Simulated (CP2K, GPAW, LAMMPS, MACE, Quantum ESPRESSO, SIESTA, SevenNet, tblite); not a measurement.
# SIESTA runs on glassy B2O3 (90 atoms)

How do the settings of SIESTA change the result for glassy B2O3 (90 atoms)? A plane-wave run serves as the yardstick.

Program: SIESTA 5.4.2. Level of theory: the method is named at each step. Results are calculated unless marked as measured.

### Step 1. Set-up

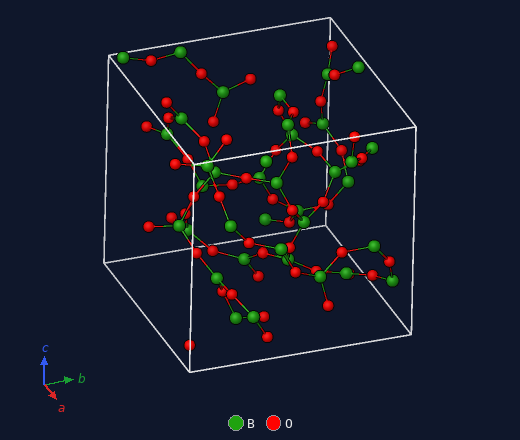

The starting structure, seen slightly off an axis (boron green, oxygen red). Bonds to atoms that aren't drawn are left out. Some periodic images of atoms are drawn too.

The cell holds 90 atoms: 36 B and 54 O. Cell: a = 10.120 Å, b = 10.120 Å, c = 10.120 Å, α = 90.0°, β = 90.0°, γ = 90.0°. 90 atoms (36 B, 54 O) placed at random at 1.93 g/cm³, melted at 3000 K for 20 ps at fixed volume with the Buckingham and Coulomb pair potential of Guillot and Sator (Geochim. Cosmochim. Acta 71, 1249 (2007)) with the boron terms of Wang et al. (J. Non-Cryst. Solids 498, 294 (2018)). Quenched from 3000 K to 300 K at 50 K/ps and fixed volume, held 10 ps at zero pressure, then minimised at fixed cell.

The yardstick, on the same geometry:

```
method                                           : Kohn-Sham DFT, PBE, SSSP efficiency 1.3.0 pseudopotentials, plane waves (Quantum ESPRESSO 7.5); sssp-pbe-1.3.0-efficiency, cutoffs 60/480 Ry, Γ point
r.m.s. force component                           : 0.7075 eV/Å
longest force                                    : 3.16 eV/Å
pressure                                         : -10.14 GPa
gap (highest filled to lowest empty level) : 4.663 eV
time                                             : 72 s on 4 MPI ranks of Arm Neoverse V2, shared host
CPU time                                         : 4.8 min
```

### Step 2. PBE, DZP, shift 0.01 Ry, mesh 500 Ry

Method: Kohn-Sham DFT, PBE, PseudoDojo 0.4.1 norm-conserving pseudopotentials (converted to PSML), numerical atomic orbitals (DZP), diagonalisation.

The .psml files are PseudoDojo norm-conserving potentials that we converted to this format, checked against plane waves on the same files for H, C, O, Si, Ge and Ca alone.

input.fdf reads:

```
SystemLabel cell
NumberOfAtoms 90
NumberOfSpecies 2
%block ChemicalSpeciesLabel
  1 5 B
  2 8 O
%endblock ChemicalSpeciesLabel
LatticeConstant 1.0 Ang
%block LatticeVectors
  10.11952 0.00000 0.00000
  0.00000 10.11952 0.00000
  0.00000 0.00000 10.11952
%endblock LatticeVectors
PAO.BasisSize DZP
PAO.EnergyShift 0.01 Ry
XC.Functional GGA
XC.Authors PBE
MeshCutoff 500 Ry
%block kgrid_Monkhorst_Pack
  1 0 0 0.0
  0 1 0 0.0
  0 0 1 0.0
%endblock kgrid_Monkhorst_Pack
SolutionMethod diagon
OccupationFunction FD
ElectronicTemperature 580 K
SCF.Mixer.Method Pulay
SCF.Mixer.Weight 0.15
SCF.Mixer.History 8
SCF.Mix Hamiltonian
MaxSCFIterations 300
SCF.DM.Tolerance 1e-04
SCF.H.Tolerance 1.0e-3 eV
WriteForces T
Write.HirshfeldPop T
Write.VoronoiPop T
Write.DM F
Write.H F
XML.Write F
AtomicCoordinatesFormat Fractional
%block AtomicCoordinatesAndAtomicSpecies
  0.87236 0.96008 0.19952 1
  0.95356 0.84166 0.42979 1
  0.29996 0.31808 0.47089 1
  0.77167 0.15131 0.84586 1
  0.72886 0.22253 0.27002 1
  0.58129 0.80465 0.59859 1
  0.39058 0.18061 0.86910 1
  0.96012 0.59744 0.33123 1
  0.37851 0.48428 0.13062 1
  0.02536 0.05582 0.99190 1
  0.94758 0.73246 0.85286 1
  0.68811 0.32854 0.03756 1
  0.26719 0.58879 0.44389 1
  0.40065 0.61969 0.90517 1
  0.97741 0.29246 0.20161 1
  0.71279 0.61687 0.46016 1
  0.55410 0.27055 0.67926 1
  0.94043 0.19503 0.63686 1
  0.19853 0.19346 0.69024 1
  0.74748 0.90491 0.78288 1
  0.00072 0.32492 0.95639 1
  0.65735 0.55658 0.91019 1
  0.60478 0.59204 0.22846 1
  0.04315 0.70814 0.10449 1
  0.21012 0.91014 0.85449 1
  0.72253 0.48583 0.67754 1
  0.24488 0.27765 0.23774 1
  0.33682 0.70387 0.66693 1
  0.56432 0.11197 0.45592 1
  0.03891 0.50588 0.75153 1
  0.42688 0.96186 0.99226 1
  0.98223 0.40913 0.50906 1
  0.35169 0.95682 0.40286 1
  0.25276 0.76988 0.24443 1
  0.15724 0.91340 0.58769 1
  0.63335 0.84604 0.13065 1
  0.10849 0.25828 0.22944 2
  0.42088 0.09948 0.97598 2
  0.62881 0.38548 0.66923 2
  0.73754 0.01861 0.86054 2
  0.48930 0.24589 0.79860 2
  0.25962 0.66343 0.55972 2
  0.73975 0.24798 0.93782 2
  0.25515 0.96225 0.50224 2
  0.83801 0.18144 0.72806 2
  0.06902 0.15198 0.66598 2
  0.54713 0.18172 0.57438 2
  0.97624 0.73237 0.98782 2
  0.29798 0.45499 0.45249 2
  0.74439 0.91997 0.16578 2
  0.66098 0.27666 0.16198 2
  0.98606 0.47482 0.38831 2
  0.68934 0.56401 0.33472 2
  0.32781 0.64347 0.79070 2
  0.64254 0.72972 0.49952 2
  0.86641 0.23715 0.26182 2
[... 30 atom lines left out ...]
  0.10647 0.96805 0.92438 2
  0.25561 0.65549 0.32361 2
  0.53930 0.62678 0.89645 2
  0.74123 0.54558 0.80053 2
%endblock AtomicCoordinatesAndAtomicSpecies
```

Started as:

```sh
$ OMP_NUM_THREADS=1 mpirun -np 2 siesta < input.fdf > output.txt
```

Output:

```text
Version         : 5.4.2
reinit: System Name:
reinit: System Label: cell
initatom: Reading input for the pseudopotentials and atomic orbitals ----------
Species number:   1 Atomic number:    5 Label: B
Species number:   2 Atomic number:    8 Label: O
Ground state valence configuration (from tables):   2s02  2p01  3d00  4f00
Ground state valence configuration (from tables):   2s02  2p04  3d00  4f00
---- Processing specs for species: B
GGA--PBE XC_GGA_X_PBE--XC_GGA_C_PBE pb
---- Processing specs for species: O
GGA--PBE XC_GGA_X_PBE--XC_GGA_C_PBE pb
B pseudopotential only contains V_ls up to l=1 -- lmxkb reset.
O pseudopotential only contains V_ls up to l=2 -- lmxkb reset.
Using PAO.SplitTailNorm
%block ChemicalSpeciesLabel
    1    5 B                       # Species index, atomic number, species label
    2    8 O                       # Species index, atomic number, species label
%endblock ChemicalSpeciesLabel
%block PAO.Basis                 # Define Basis set
B                     2                    # Species label, number of l-shells
 n=2   0   2                         # n, l, Nzeta
   5.254      3.670
   1.000      1.000
 n=2   1   2 P   1                   # n, l, Nzeta, Polarization, NzetaPol
   6.393      4.475
   1.000      1.000
O                     2                    # Species label, number of l-shells
 n=2   0   2                         # n, l, Nzeta
   3.532      2.299
   1.000      1.000
 n=2   1   2 P   1                   # n, l, Nzeta, Polarization, NzetaPol
   4.300      2.782
   1.000      1.000
%endblock PAO.Basis
coor:   Atomic-coordinates input format  =     Fractional
siesta: System type = bulk
initatomlists: Number of atoms, orbitals, and projectors:     90  1170   990
siesta: ******************** Simulation parameters ****************************
Total number of electrons:   432.000000
Total ionic charge:   432.000000
 Kpoints in:            1 . Kpoints trimmed:            1
siesta: k-grid: Number of k-points = 1
siesta: k-points from Monkhorst-Pack grid
siesta: k-cutoff (effective) =     5.060 Ang
siesta: k-point supercell and displacements
siesta: k-grid:     1     0     0      0.000
siesta: k-grid:     0     1     0      0.000
siesta: k-grid:     0     0     1      0.000
                     ====================================
                        Single-point calculation
                     ====================================
outcell: Unit cell vectors (Ang):
       10.119520    0.000000    0.000000
        0.000000   10.119520    0.000000
        0.000000    0.000000   10.119520
outcell: Cell vector modules (Ang)   :   10.119520   10.119520   10.119520
outcell: Cell angles (23,13,12) (deg):     90.0000     90.0000     90.0000
outcell: Cell volume (Ang**3)        :   1036.2863
Gamma-point calculation with multiply-connected orbital pairs
Gamma-point calculation with multiply-connected orbital pairs
Folding of H and S implicitly performed
Folding of H and S implicitly performed
new_DM -- step:     1
Initializing Density Matrix...
Attempting to read DM from file... Failed...
DM filled with atomic data:
InitMesh: MESH = 144 x 144 x 144 = 2985984
InitMesh: Mesh cutoff (required, used) =   500.000   559.638 Ry
stepf: Fermi-Dirac step function
        iscf     Eharris(eV)        E_KS(eV)     FreeEng(eV)     dDmax    Ef(eV) dHmax(eV)
   scf:    1   -27195.831597   -27206.890811   -27206.890811  1.710552 -3.701370  5.332391
   scf:    2   -27240.216821   -27224.834897   -27224.834897  0.029585 -6.458086  3.313936
   scf:    3   -27240.034194   -27236.171801   -27236.171801  0.044983 -4.341271  0.262939
   scf:    4   -27236.225534   -27236.221945   -27236.221945  0.009722 -4.361526  0.207085
   scf:    5   -27236.256939   -27236.242182   -27236.242182  0.001481 -4.345333  0.103568
   scf:    6   -27236.257892   -27236.251919   -27236.251919  0.005178 -4.330842  0.040945
   scf:    7   -27236.253845   -27236.253146   -27236.253146  0.001089 -4.331136  0.006728
   scf:    8   -27236.253125   -27236.253154   -27236.253154  0.000231 -4.329525  0.013091
   scf:    9   -27236.253266   -27236.253231   -27236.253231  0.000153 -4.329455  0.001688
   scf:   10   -27236.253236   -27236.253234   -27236.253234  0.000083 -4.329201  0.000454
SCF Convergence by DM+H criterion
max |DM_out - DM_in|         :     0.0000825579
max |H_out - H_in|      (eV) :     0.0004543167
SCF cycle converged after 10 iterations
Using DM_out to compute the final energy and forces
siesta: E_KS(eV) =           -27236.2532
siesta: E_KS - E_eggbox =    -27236.2532
siesta: Atomic forces (eV/Ang):
     1    0.033235   -1.453219   -0.449336
     2    1.207097   -0.136454   -1.726113
     3   -1.813666    0.377696   -0.195192
     4    0.110671   -0.555258   -0.013192
     5    0.128751    0.528419   -1.265039
     6    0.268204   -2.091256    1.081464
     7    0.140668   -1.376020   -2.168057
     8    1.202256    1.629931   -0.215488
     9    1.235585    0.391529   -0.136725
    10   -0.026734    0.397540    0.189396
    11   -0.005250   -0.819366    0.654276
    12    1.001260   -0.362753   -0.245128
[...]
86    0.106550   -0.439194    0.190400
    87   -0.044166   -0.114075    0.071924
    88   -0.025687   -0.836124   -0.161783
    89    0.955438    0.305926   -0.305419
    90    0.352619    0.365398   -0.099037
----------------------------------------
   Tot    0.010581    0.008531   -0.005900
----------------------------------------
   Max    2.464645
   Res    0.714774    sqrt( Sum f_i^2 / 3N )
----------------------------------------
   Max    2.464645    constrained
Stress tensor Voigt[x,y,z,yz,xz,xy] (kbar):       79.28       71.62      108.98      -17.89        8.00       14.06
(Free)E + p*V (eV/cell)   -27292.2833
Target enthalpy (eV/cell)   -27236.2532
siesta: Program's energy decomposition (eV):
siesta: Ebs     =     -6419.523704
siesta: Eions   =     41027.726742
siesta: Ena     =      6713.011452
siesta: Ekin    =     18444.034937
siesta: Enl     =     -3936.873475
siesta: DEna    =      -107.774282
siesta: DUscf   =        21.716100
siesta: Ex      =     -6836.598131
siesta: Ec      =      -506.043094
siesta: Exc     =     -7342.641225
siesta: Eharris =    -27236.253236
siesta: Etot    =    -27236.253234
siesta: FreeEng =    -27236.253234
siesta: Final energy (eV):
siesta:  Band Struct. =   -6419.523704
siesta:       Kinetic =   18444.034937
siesta:       Hartree =   10795.899179
siesta:         Exch. =   -6836.598131
siesta:         Corr. =    -506.043094
siesta:   Exch.-corr. =   -7342.641225
siesta:  Ion-electron =  -38170.188955
siesta:       Ion-ion =  -10963.357170
siesta:         Total =  -27236.253234
siesta:         Fermi =      -4.329201
siesta: Stress tensor (static) (eV/Ang**3):
siesta:     0.049484    0.008775    0.004993
siesta:     0.008775    0.044700   -0.011167
siesta:     0.004993   -0.011168    0.068021
siesta: Cell volume =       1036.286258 Ang**3
siesta: Pressure (static):
siesta:                Solid            Molecule  Units
siesta:          -0.00058888         -0.00051875  Ry/Bohr**3
siesta:          -0.05406814         -0.04762898  eV/Ang**3
siesta:         -86.62671622        -76.31003241  kBar
    Orbital volume contribution        =          32.408310 eV
    (Free)E + p_basis*V_orbitals       =      -27203.844923 eV
    (Free)Eharris+ p_basis*V_orbitals  =      -27203.844926 eV
Hirshfeld Atomic Populations:
Atom #   charge [q] valence [e]  Species
     1     0.236415    2.763585  B
     2     0.255518    2.744482  B
     3     0.243624    2.756376  B
     4     0.231417    2.768583  B
     5     0.244985    2.755015  B
     6     0.232125    2.767875  B
     7     0.256989    2.743011  B
     8     0.237322    2.762678  B
     9     0.242595    2.757405  B
    10     0.238138    2.761862  B
    11     0.237989    2.762011  B
    12     0.242707    2.757293  B
[...]
37    -0.164089    6.164089  O
    38    -0.171743    6.171743  O
    39    -0.170266    6.170266  O
    40    -0.161746    6.161746  O
    41    -0.158013    6.158013  O
    42    -0.169848    6.169848  O
    43    -0.157554    6.157554  O
    44    -0.173857    6.173857  O
    45    -0.158087    6.158087  O
    46    -0.161160    6.161160  O
    47    -0.165424    6.165424  O
    48    -0.153583    6.153583  O
[...]
--------------------
 Total    -0.000000
Voronoi Atomic Populations:
Atom #   charge [q] valence [e]  Species
[...]
32     0.289871    2.710129  B
    33     0.312156    2.687844  B
    34     0.304393    2.695607  B
    35     0.303574    2.696426  B
    36     0.321086    2.678914  B
[...]
86    -0.175747    6.175747  O
    87    -0.197439    6.197439  O
    88    -0.197907    6.197907  O
    89    -0.215870    6.215870  O
    90    -0.192529    6.192529  O
--------------------
 Total    -0.000000
```

Elapsed: 2.1 min, on 2 MPI ranks of Arm Neoverse V2, shared host; peak memory 2.1 GiB.

Banners, paths, timers and routine set-up lines are dropped from the logs unmarked, and long logs keep their key lines alone; longer cuts are marked.

Numbers from this run, and their distance from the reference:

```
r.m.s. force component                           : 0.7148 eV/Å
r.m.s. difference of force components            : 73.86 meV/Å
longest difference of force vectors              : 250.2 meV/Å
force difference over r.m.s. force               : 10.44 %
slope of forces against the reference's          : 1.005
correlation of force components                  : 0.9947
gap (highest filled to lowest empty level) : 4.548 eV
gap difference                                   : -0.1153 eV
pressure                                         : -8.663 GPa
pressure difference                              : 1.475 GPa
```

Length of the force difference by element (eV/Å):

| element | atoms | mean | most |
| --- | --- | --- | --- |
| B | 36 | 0.082 | 0.15 |
| O | 54 | 0.14 | 0.25 |

Levels nearest the highest filled one (eV from it): -0.70, -0.69, -0.64, -0.50, -0.45, -0.39, -0.38, -0.37, -0.29, -0.23, -0.18, 0.00, 4.55, 4.63, 4.83, 4.96, 4.99, 5.12, 5.29, 5.39, 5.44, 5.58, 5.71, 5.74.

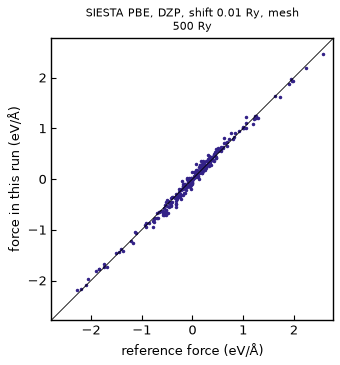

Force components against those of the reference; the line marks equality.

The surroundings of O89, picked at random, nearest first, numbered as they follow in the input and with coordinates relative to it.

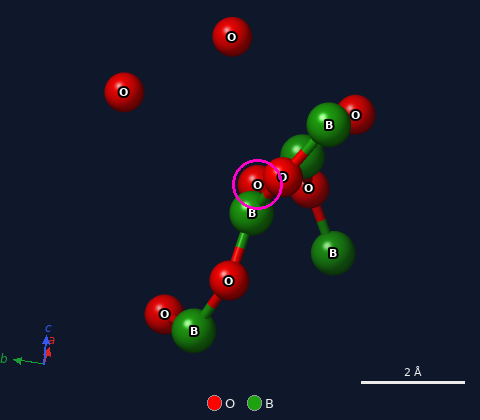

The atoms of the table, within 3.2 Å (arrows a, b, c point along x, y, z); some may hide others; the central atom is ringed.

| atom | x | y | z | distance (Å) | Hirshfeld charge (e) | Fx | Fy | Fz (eV/Å) |
| --- | --- | --- | --- | --- | --- | --- | --- | --- |
| O89 | 0.00 | 0.00 | 0.00 | 0.00 | -0.18 | 0.96 | 0.31 | -0.31 |
| B22 | 1.19 | -0.71 | 0.14 | 1.40 | 0.26 | -1.77 | -2.18 | -1.23 |
| B14 | -1.40 | -0.07 | 0.09 | 1.41 | 0.24 | 1.24 | -1.05 | 0.13 |
| O70 | -1.92 | -0.67 | 1.24 | 2.38 | -0.17 | -0.93 | -0.17 | -0.64 |
| O54 | -2.14 | 0.17 | -1.07 | 2.40 | -0.16 | -0.70 | 0.06 | 0.61 |
| O90 | 2.04 | -0.82 | -0.97 | 2.41 | -0.16 | 0.35 | 0.37 | -0.10 |
| O58 | 1.32 | -1.66 | 1.15 | 2.41 | -0.15 | -0.16 | 0.03 | 0.81 |
| O67 | 0.90 | 0.86 | 2.69 | 2.97 | -0.18 | 0.06 | 0.39 | -0.31 |
| O59 | -0.89 | 1.50 | -2.65 | 3.17 | -0.17 | 0.42 | 0.60 | 0.01 |
| B28 | -2.05 | 0.78 | -2.32 | 3.19 | 0.23 | 1.93 | -0.91 | -0.87 |
| B9 | -1.63 | -1.44 | 2.37 | 3.22 | 0.24 | 1.24 | 0.39 | -0.14 |
| B26 | 1.85 | -1.43 | -2.22 | 3.22 | 0.25 | -1.98 | 0.54 | 0.06 |
| O74 | -0.12 | 2.77 | 1.68 | 3.24 | -0.15 | -0.57 | 0.34 | -0.21 |

Forces lie 10 % from the reference's, at 0.88 times its CPU time (on 2 against 4 cores).

### Step 3. PBE, DZP, shift 0.01 Ry, mesh 150 Ry

Method: Kohn-Sham DFT, PBE, PseudoDojo 0.4.1 norm-conserving pseudopotentials (converted to PSML), numerical atomic orbitals (DZP), diagonalisation.

input.fdf: that of step 2 with these lines changed.

```diff
@@ -17,3 +17,3 @@
 XC.Authors PBE
-MeshCutoff 500 Ry
+MeshCutoff 150 Ry
 %block kgrid_Monkhorst_Pack
```

Output:

```text
Version         : 5.4.2
reinit: System Name:
reinit: System Label: cell
initatom: Reading input for the pseudopotentials and atomic orbitals ----------
Species number:   1 Atomic number:    5 Label: B
Species number:   2 Atomic number:    8 Label: O
Ground state valence configuration (from tables):   2s02  2p01  3d00  4f00
[... lines left out ...]
        iscf     Eharris(eV)        E_KS(eV)     FreeEng(eV)     dDmax    Ef(eV) dHmax(eV)
[... lines left out ...]
SCF Convergence by DM+H criterion
[... lines left out ...]
SCF cycle converged after 10 iterations
[... lines left out ...]
   Max    2.465299
[... lines left out ...]
   Max    2.465299    constrained
Stress tensor Voigt[x,y,z,yz,xz,xy] (kbar):       79.60       72.05      109.47      -17.83        7.99       14.03
[... lines left out ...]
siesta: FreeEng =    -27235.911234
[... lines left out ...]
siesta:         Fermi =      -4.328664
[... lines left out ...]
siesta:          -0.05432692         -0.04828639  eV/Ang**3
siesta:         -87.04132811        -77.36331831  kBar
    Orbital volume contribution        =          32.408310 eV
    (Free)E + p_basis*V_orbitals       =      -27203.502924 eV
    (Free)Eharris+ p_basis*V_orbitals  =      -27203.502926 eV
Hirshfeld Atomic Populations:
Atom #   charge [q] valence [e]  Species
     1     0.236433    2.763567  B
     2     0.255536    2.744464  B
     3     0.243632    2.756368  B
[...]
37    -0.164083    6.164083  O
    38    -0.171784    6.171784  O
    39    -0.170268    6.170268  O
[...]
--------------------
 Total     0.000014
Voronoi Atomic Populations:
Atom #   charge [q] valence [e]  Species
[...]
35     0.303813    2.696187  B
    36     0.321481    2.678519  B
[...]
89    -0.218914    6.218914  O
    90    -0.192728    6.192728  O
--------------------
 Total     0.000015
```

Wall time 30 s (2 MPI ranks); peak memory 0.8 GiB; 59 s of CPU time.

Numbers from this run, and their distance from the reference:

```yaml
r_m_s_force_component: 0.7147 eV/Å
r_m_s_difference_of_force_components: 76.35 meV/Å
longest_difference_of_force_vectors: 247.3 meV/Å
force_difference_over_r_m_s_force: 10.79 %
slope_of_forces_against_the_reference_s: 1.004
correlation_of_force_components: 0.9943
spacing_of_highest_filled_and_lowest_empty_level: 4.548 eV
gap_difference: -0.1147 eV
pressure: -8.704 GPa
pressure_difference: 1.434 GPa
energy_less_the_same_level_run_s: 3.8 meV/atom
r_m_s_force_difference_from_the_same_level_run: 25.64 meV/Å
```

This is a coarse setting, run to see what it loses.

Against the first run (10 %), the force difference from the reference is 11 %, at 0.23 times the CPU time.

(Continued in part 2 of 2.)

[Also dropped from logs without a mark: logging warnings of Python, and SIESTA's first energy breakdown and zero terms.]

[Logs are printed without paths, hosts, clocks, repeated set-up lines and the standing remarks that a program may print on its own settings, such as how far it seeks lower states.]

[Hosts, paths, dates, database ids (printed as entryN), source tags and the programs' standing remarks are cut or masked in the printed files.]
